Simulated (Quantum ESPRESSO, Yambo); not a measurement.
## BaTiO3 (P4mm): G0W0 in Yambo against the bands

Aim: move the bands of a G0W0 run on BaTiO3 (P4mm) over a wide range.

Calculated with Yambo 5.3.0; PBE and many-body steps on it, plane waves.

The database entry behind the starting cell differs from later determinations by our own check (c/a about 0.6 % short), so it need not match the best structure at ambient conditions.

## (1) Starting point

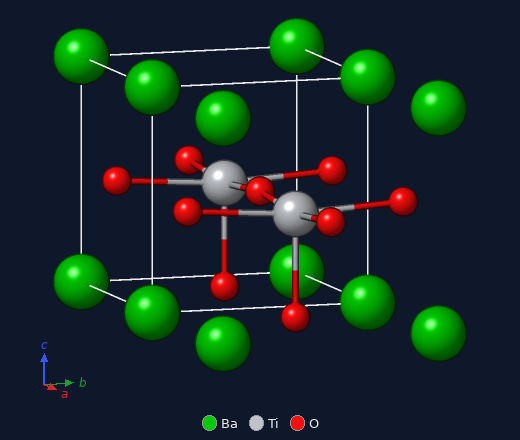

The cell as given, slightly off an axis (barium green, titanium light grey, oxygen red). 2×1×1 cells are drawn. Some periodic images of atoms are drawn too.

Structure file:

```xyz
5
Lattice="3.9998 0.0000 0.0000 0.0000 3.9998 0.0000 0.0000 0.0000 4.0180" Properties=species:S:1:pos:R:3 pbc="T T T"
Ba    0.0000    0.0000   -0.0005
Ti    1.9999    1.9999    1.9452
O     1.9999    1.9999    0.1038
O     1.9999    0.0000    2.0756
O     0.0000    1.9999    2.0756
```

Geometry: measured (diffraction); atoms relaxed with PBE. The runs that relaxed it are not among those shown. Spin-orbit coupling is left out unless a step names it.

## (2) 35 bands

This step: Yambo 5.3.0; G0W0 on PBE, plane waves, norm-conserving pseudopotentials.

Now the one-shot GW correction: screening in the RPA, then the self-energy of the levels asked for.

Input file gw1.in:

```
HF_and_locXC
gw0
dyson
ppa
em1d
rim_cut
RandQpts= 1000000
RandGvec= 1 RL
EXXRLvcs= 76 Ry
VXCRLvcs= 304 Ry
Chimod= "HARTREE"
% BndsRnXp
 1 | 35 |
%
NGsBlkXp= 9 Ry
% LongDrXp
 1 | 1 | 1 |
%
% GbndRnge
 1 | 35 |
%
DysSolver= "n"
ExtendOut
PPAPntXp= 27.21138 eV
% QPkrange
 18 | 18 | 19 | 22 |
 1 | 1 | 19 | 22 |
%
```

Launch:

```bash
$ OMP_NUM_THREADS=1 mpirun -n 8 yambo -F gw1.in -J gw1 -C gw1 > gw1.log
```

What it wrote:

```text
 Yambo, version 5.3.0

 [02] CORE Variables Setup
 =========================

  [... cell, symmetries and grids as in the set-up ...]

  [02.05] Energies & Occupations
  ==============================

  [X] === General ===
  [X] Electronic Temperature                        :  0.000000  0.000000 [eV K]
  [X] Bosonic    Temperature                        :  0.000000  0.000000 [eV K]
  [X] Finite Temperature mode                       : no
  [X] El. density                                   :  0.62226E+24 [cm-3]
  [X] Fermi Level                                   :  10.43131 [eV]

  [X] === Gaps and Widths ===
  [X] Conduction Band Min                           :  1.850205 [eV]
  [X] Valence Band Max                              :  0.000000 [eV]
  [X] Filled Bands                                  :  20
  [X] Empty Bands                                   :   21  288
  [X] Direct Gap                                    :  2.204932 [eV]
  [X] Direct Gap localized at k                     :  1
  [X] Indirect Gap                                  :  1.850205 [eV]
  [X] Indirect Gap between kpts                     :  18   1
  [X] Last valence band width                       :  0.943506 [eV]
  [X] 1st conduction band width                     :  2.378868 [eV]

 [03] Transferred momenta grid and indexing
 ==========================================

 IBZ Q-points                                      :  18
 BZ  Q-points                                      :   64

 K/Q-points units:
 rlu = crystal or reduced units; cc = cartesian coordinates; iku = interal k-units

 Q [ 1]         [rlu]:  0.000000  0.000000  0.000000
 Q [ 2]         [rlu]:  0.000000  0.000000  0.250000
 Q [ 3]         [rlu]:  0.000000  0.000000 -0.500000
 Q [ 4]         [rlu]:  0.000000  0.250000  0.000000
 Q [ 5]         [rlu]:  0.000000  0.250000  0.250000
 Q [ 6]         [rlu]:  0.000000  0.250000 -0.500000
 Q [ 7]         [rlu]:  0.000000 -0.500000  0.000000
 Q [ 8]         [rlu]:  0.000000 -0.500000  0.250000
 Q [ 9]         [rlu]:  0.000000 -0.500000 -0.500000
 Q [10]         [rlu]:  0.250000  0.250000  0.000000
     [... 6 further rows ...]
 Q [17]         [rlu]: -0.500000 -0.500000  0.250000
 Q [18]         [rlu]: -0.500000 -0.500000 -0.500000

 [04] Coloumb potential Random Integration (RIM)
 ===============================================

  [04.01] RIM initialization
  ==========================

  * Diagonal components only detected *

  8 x (sBL volume)        :  0.071477 [a.u.]
  sBZ random points       :  1000000
  Points outside the sBZ  :   7992674
  RL volume               :  0.571816 [a.u.]
  Integrated volume       :  0.572340 [a.u.]

  [04.02] RIM integrals
  =====================

  Gamma point sphere radius             :  0.075279 [a.u.]
  Points outside the sphere             :   799805
  [Int_sBZ(q=0) 1/q^2]*(Vol_sBZ)^(-1/3) =:  7.678263
                                 should be <:  7.795600

  Summary of Coulomb integrals for non-metallic bands |Q|[au] RIM/Bare

  Q [1] 0.100000E-4 0.984948 * Q [2] 0.206876 1.047531
  Q [4] 0.207818 1.051805 * Q [5] 0.293234 1.049190
  Q [10] 0.293899 1.050618 * Q [11] 0.359408 1.035725
  Q [3] 0.413753 1.019729 * Q [7] 0.415636 1.019337
  Q [6] 0.463012 1.018201 * Q [8] 0.464275 1.017296
  Q [13] 0.464695 1.017702 * Q [12] 0.507512 1.016101
  Q [14] 0.508664 1.015336 * Q [9] 0.586468 1.011933
  Q [16] 0.587797 1.011712 * Q [15] 0.622200 1.010847
  Q [17] 0.623140 1.010401 * Q [18] 0.718817 1.008389

 [WARNING] [Xp] User bands 1-35 break level degeneracy

 [05] Dipoles
 ============

  [05.01] Setup: observables and procedures
  =========================================

  [WARNING] [x,Vnl] slows the Dipoles computation. To neglect it rename the ns.kb_pp file

 [06] Dynamic Dielectric Matrix (PPA)
 ====================================

 [SLK-Inversion]  Pools        :  2
 [SLK-Inversion]  BLACS grid   :  2  2

 [WR./gw1//ndb.pp]---------------------------------------------------------------
[...]
X matrix size                                    :  219
  X band range                                     :    1   35
  X e/h energy range                               : -1.000000 -1.000000 [eV]
  X Time ordering                                  : R
  X Hxc Kernel                                     : HARTREE
  X Drude frequency                                :  0.000000  0.000000
  X poles                                          :  100.0000 [o/o]
  RL vectors in the sum                            :   5983
  [r,Vnl] included                                 : yes
  Field direction                                  :  0.577350E-5  0.577350E-5  0.577350E-5
  BZ energy Double Grid                            : no
  BZ energy DbGd points                            : 0
  BZ Q point size factor                           : -1.000000
  X Optical Averaged directions                    : none

 [07] Local Exchange-Correlation + Non-Local Fock
 ================================================

 [VXC] Plane waves :   38811
 [EXS] Plane waves :   4945

 QP @ state[ 1 ] K range:  1  1
 QP @ state[ 1 ] b range:  19  22
 QP @ state[ 2 ] K range:  18  18
 QP @ state[ 2 ] b range:  19  22

 [xc] Functional : Perdew, Burke & Ernzerhof(X)+Perdew, Burke & Ernzerhof(C)
 [xc] LIBXC used to calculate xc functional
  PP Number of Atomic Species                      :  3
  NLCC RL compoments                               :   38811
  PP Number of Atomic Species                      :  3
  NLCC RL compoments                               :   38811

 [xc] E_xc :  -21.67308 [Ha]
      E_xc :  -43.34616 [Ry]

  Local XC kind (lXC) : Perdew, Burke & Ernzerhof(X)+Perdew, Burke & Ernzerhof(C)
  Non-Local XC kind (nlXC) : Hartree-Fock

  Corrections @ K [1] :  [eV]
 <19|nlXC|19> = -24.42561 -0.24050E-17 <19|lXC|19> = -20.00122 -0.28323E-15
 <20|nlXC|20> = -24.42567  0.52317E-17 <20|lXC|20> = -20.00122  0.94408E-16
 <21|nlXC|21> = -11.39148  0.25876E-18 <21|lXC|21> = -18.77100  0.000000
 <22|nlXC|22> = -12.08402  0.25420E-17 <22|lXC|22> = -19.06976 -0.18882E-15

  Corrections @ K [18] :  [eV]
 <19|nlXC|19> = -24.90128 -0.64496E-17 <19|lXC|19> = -19.95988 -0.75527E-15
 <20|nlXC|20> = -24.94196 -0.10789E-17 <20|lXC|20> = -19.98796  0.18882E-15
 <21|nlXC|21> = -13.10356 -0.41067E-18 <21|lXC|21> = -21.85309 -0.11329E-14
 <22|nlXC|22> = -13.22406  0.28686E-18 <22|lXC|22> = -21.87102  0.18882E-15

  [07.01] Hartree-Fock occupations report
  =======================================

  [Hartree-Fock] === General ===
  [Hartree-Fock] Electronic Temperature             :  0.000000  0.000000 [eV K]
  [Hartree-Fock] Bosonic    Temperature             :  0.000000  0.000000 [eV K]
  [Hartree-Fock] Finite Temperature mode            : no
  [Hartree-Fock] El. density                        :  0.62226E+24 [cm-3]
  [Hartree-Fock] Fermi Level                        :  10.43131 [eV]

  [Hartree-Fock] === Gaps and Widths ===
  [Hartree-Fock] Conduction Band Min                :  1.924932 [eV]
  [Hartree-Fock] Valence Band Max                   : -0.036874 [eV]
  [Hartree-Fock] Filled Bands                       :  20
  [Hartree-Fock] Empty Bands                        :   21  288
  [Hartree-Fock] Direct Gap                         :  2.461320 [eV]
  [Hartree-Fock] Direct Gap localized at k          :  2
  [Hartree-Fock] Indirect Gap                       :  1.961806 [eV]
  [Hartree-Fock] Indirect Gap between kpts          :  17   2
  [Hartree-Fock] Last valence band width            :  4.917121 [eV]
  [Hartree-Fock] 1st conduction band width          :  11.05368 [eV]

 [08] Dyson equation: Newton solver
 ==================================

  [08.01] G0W0 (W PPA)
  ====================

  [  GW  ] Bands range     :    1   35
  [GW/PPA] G damping       :  0.100000 [eV]

  QP @ state[ 1 ] K range:  1  1
  QP @ state[ 1 ] b range:  19  22
  QP @ state[ 2 ] K range:  18  18
  QP @ state[ 2 ] b range:  19  22

   Sc/G bands                                       :    1   35
   Sc/G damping                                     :  0.100000 ev
   Sc bands terminator                              : no
   Sx RL components                                 :   4945

   QP @ state[ 1 ] K range                          :  1  1
   QP @ state[ 1 ] b range                          :  19  22
   QP @ state[ 2 ] K range                          :  18  18
   QP @ state[ 2 ] b range                          :  19  22
   GF energies kind                                 : Perdew, Burke & Ernzerhof(X)+Perdew, Burke & Ernzerhof(C)
   GF WF`s kind                                     : Perdew, Burke & Ernzerhof(X)+Perdew, Burke & Ernzerhof(C)
   Xs energies kind                                 : Perdew, Burke & Ernzerhof(X)+Perdew, Burke & Ernzerhof(C)
   Xs WF`s kind                                     : Perdew, Burke & Ernzerhof(X)+Perdew, Burke & Ernzerhof(C)

 [11] Game Over & Game summary
```

The job ended after 25 s (8 MPI ranks of Arm Neoverse V2, shared host; peak memory 4.3 GiB).

This step gave:

```
G0W0 gap on the points computed              : 3.557 eV
starting gap on the mesh                     : 1.850 eV
k of the valence top                         : -0.5, -0.5, -0.5
k of the conduction bottom                   : 0, 0, 0
least direct G0W0 gap on the computed points : 3.917 eV
Z at the valence top                         : 0.7418
Z at the conduction bottom                   : 0.7638
```

The gap on the mesh goes from 1.85 eV to 3.56 eV, a correction of +1.71 eV.

## (3) 53 bands

gw2.in, as its differences from gw1.in of step 2:

```diff
@@ -12,3 +12,3 @@
 % BndsRnXp
- 1 | 35 |
+ 1 | 53 |
 %
@@ -19,3 +19,3 @@
 % GbndRnge
- 1 | 35 |
+ 1 | 53 |
 %
```

Launch:

```bash
$ OMP_NUM_THREADS=1 mpirun -n 8 yambo -F gw2.in -J gw2 -C gw2 > gw2.log
```

What it wrote:

```text
 Yambo, version 5.3.0

 [02] CORE Variables Setup
 =========================

  [... cell, symmetries and grids as in the set-up ...]

  [02.05] Energies & Occupations
  ==============================

  [X] === General ===
  [X] Electronic Temperature                        :  0.000000  0.000000 [eV K]
  [X] Bosonic    Temperature                        :  0.000000  0.000000 [eV K]
  [X] Finite Temperature mode                       : no
  [X] El. density                                   :  0.62226E+24 [cm-3]
  [X] Fermi Level                                   :  10.43131 [eV]

  [X] === Gaps and Widths ===
  [X] Conduction Band Min                           :  1.850205 [eV]
  [X] Valence Band Max                              :  0.000000 [eV]
  [X] Filled Bands                                  :  20
  [X] Empty Bands                                   :   21  288
  [X] Direct Gap                                    :  2.204932 [eV]
  [X] Direct Gap localized at k                     :  1
  [X] Indirect Gap                                  :  1.850205 [eV]
  [X] Indirect Gap between kpts                     :  18   1
  [X] Last valence band width                       :  0.943506 [eV]
  [X] 1st conduction band width                     :  2.378868 [eV]

 [03] Transferred momenta grid and indexing
 ==========================================

 IBZ Q-points                                      :  18
 BZ  Q-points                                      :   64

 K/Q-points units:
 rlu = crystal or reduced units; cc = cartesian coordinates; iku = interal k-units

 Q [ 1]         [rlu]:  0.000000  0.000000  0.000000
 Q [ 2]         [rlu]:  0.000000  0.000000  0.250000
 Q [ 3]         [rlu]:  0.000000  0.000000 -0.500000
[...]
[Hartree-Fock] El. density                        :  0.62226E+24 [cm-3]
  [Hartree-Fock] Fermi Level                        :  10.43131 [eV]

  [Hartree-Fock] === Gaps and Widths ===
  [Hartree-Fock] Conduction Band Min                :  1.924932 [eV]
  [Hartree-Fock] Valence Band Max                   : -0.036874 [eV]
  [Hartree-Fock] Filled Bands                       :  20
  [Hartree-Fock] Empty Bands                        :   21  288
  [Hartree-Fock] Direct Gap                         :  2.461320 [eV]
  [Hartree-Fock] Direct Gap localized at k          :  2
  [Hartree-Fock] Indirect Gap                       :  1.961806 [eV]
  [Hartree-Fock] Indirect Gap between kpts          :  17   2
  [Hartree-Fock] Last valence band width            :  4.917121 [eV]
  [Hartree-Fock] 1st conduction band width          :  11.05368 [eV]

 [08] Dyson equation: Newton solver
 ==================================

  [08.01] G0W0 (W PPA)
  ====================

  [  GW  ] Bands range     :    1   53
  [GW/PPA] G damping       :  0.100000 [eV]

  QP @ state[ 1 ] K range:  1  1
  QP @ state[ 1 ] b range:  19  22
  QP @ state[ 2 ] K range:  18  18
  QP @ state[ 2 ] b range:  19  22

   Sc/G bands                                       :    1   53
   Sc/G damping                                     :  0.100000 ev
   Sc bands terminator                              : no
   Sx RL components                                 :   4945

   QP @ state[ 1 ] K range                          :  1  1
   QP @ state[ 1 ] b range                          :  19  22
   QP @ state[ 2 ] K range                          :  18  18
   QP @ state[ 2 ] b range                          :  19  22
   GF energies kind                                 : Perdew, Burke & Ernzerhof(X)+Perdew, Burke & Ernzerhof(C)
   GF WF`s kind                                     : Perdew, Burke & Ernzerhof(X)+Perdew, Burke & Ernzerhof(C)
   Xs energies kind                                 : Perdew, Burke & Ernzerhof(X)+Perdew, Burke & Ernzerhof(C)
   Xs WF`s kind                                     : Perdew, Burke & Ernzerhof(X)+Perdew, Burke & Ernzerhof(C)

 [11] Game Over & Game summary
```

The job ended after 43 s (8 MPI ranks; peak memory 4.2 GiB; 5.6 min of CPU time).

Numbers from this step:

```yaml
g0w0_gap_on_the_points_computed: 3.394 eV
starting_gap_on_the_mesh: 1.850 eV
k_of_the_valence_top: -0.5, -0.5, -0.5
k_of_the_conduction_bottom: 0, 0, 0
least_direct_g0w0_gap_on_the_computed_points: 3.748 eV
z_at_the_valence_top: 0.7565
z_at_the_conduction_bottom: 0.7748
```

Against the run before, the gap moves by −0.163 eV.

## (4) 87 bands

gw3.in, as its differences from gw2.in of step 3:

```diff
@@ -12,3 +12,3 @@
 % BndsRnXp
- 1 | 53 |
+ 1 | 87 |
 %
@@ -19,3 +19,3 @@
 % GbndRnge
- 1 | 53 |
+ 1 | 87 |
 %
```

Launch:

```bash
$ OMP_NUM_THREADS=1 mpirun -n 8 yambo -F gw3.in -J gw3 -C gw3 > gw3.log
```

What it wrote:

```text
 Yambo, version 5.3.0

 [02] CORE Variables Setup
 =========================

  [... cell, symmetries and grids as in the set-up ...]

  [02.05] Energies & Occupations
  ==============================

  [X] === General ===
  [X] Electronic Temperature                        :  0.000000  0.000000 [eV K]
  [X] Bosonic    Temperature                        :  0.000000  0.000000 [eV K]
  [X] Finite Temperature mode                       : no
  [X] El. density                                   :  0.62226E+24 [cm-3]
[...]
QP @ state[ 1 ] b range                          :  19  22
   QP @ state[ 2 ] K range                          :  18  18
   QP @ state[ 2 ] b range                          :  19  22
   GF energies kind                                 : Perdew, Burke & Ernzerhof(X)+Perdew, Burke & Ernzerhof(C)
   GF WF`s kind                                     : Perdew, Burke & Ernzerhof(X)+Perdew, Burke & Ernzerhof(C)
   Xs energies kind                                 : Perdew, Burke & Ernzerhof(X)+Perdew, Burke & Ernzerhof(C)
   Xs WF`s kind                                     : Perdew, Burke & Ernzerhof(X)+Perdew, Burke & Ernzerhof(C)

 [11] Game Over & Game summary
```

The job ended after 78 s (8 MPI ranks; peak memory 4.3 GiB; 10 min of CPU time).

Numbers from this step:

```
G0W0 gap on the points computed              : 3.361 eV
starting gap on the mesh                     : 1.850 eV
k of the valence top                         : -0.5, -0.5, -0.5
k of the conduction bottom                   : 0, 0, 0
least direct G0W0 gap on the computed points : 3.730 eV
```

Against the run before, the gap moves by −0.033 eV.

(Continued in part 2 of 2.)

[Paths, hosts, dates, memory and timing lines, banners, echoed tables and standing remarks are left out of the program output.]

[Logs are printed without paths, hosts, clocks, repeated set-up lines and the standing remarks that a program may print on its own settings, such as how far it seeks lower states.]

[Runs of the session that timed out or met a known fault of the program may be left out.]

[Hosts, paths, dates, database ids (printed as entryN), source tags and the programs' standing remarks are cut or masked in the printed files.]
